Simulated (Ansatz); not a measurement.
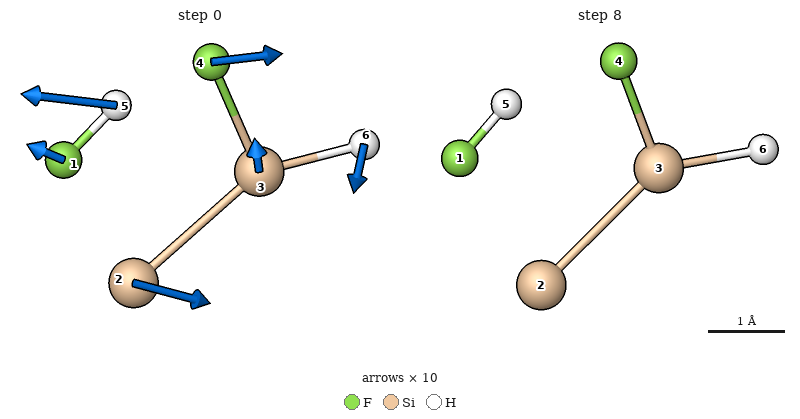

The structure of Si₂H₂F₂ before (left) and after (right) a relaxation, at one scale. The blue arrows give the displacements, 10 times their true length.

The picture is a ball-and-stick view, seen at a tilt.

It is one of the separated reactants of a reaction.

These are results of Ansatz 0.2.0, RKS PBE0-D4/def2-TZVP, not measurements. (force threshold 0.005 eV/Å; at most 200 steps)

> What changed between the two?

After 8 geometry steps the energy has fallen by 1.82 kcal/mol. Largest force component: 0.84 eV/Å at the start, 0.0045 eV/Å at the end. The atom that moves furthest after the best rigid fit is H5 (0.14 Å). Largest moves by element: H 0.14 Å, Si 0.12 Å, F 0.10 Å. Among the contacts that change: F1–Si2 2.087 → 2.228 Å, Si3–F4 1.748 → 1.662 Å, F1–H5 1.009 → 0.952 Å, Si2–Si3 2.244 → 2.210 Å. Among the angles between lasting bonds that change: Si2–Si3–H6 150.7° → 142.6°, Si2–Si3–F4 104.5° → 111.1°. The run took 25 s on 2 threads of Arm Neoverse V2, with other jobs on the host.
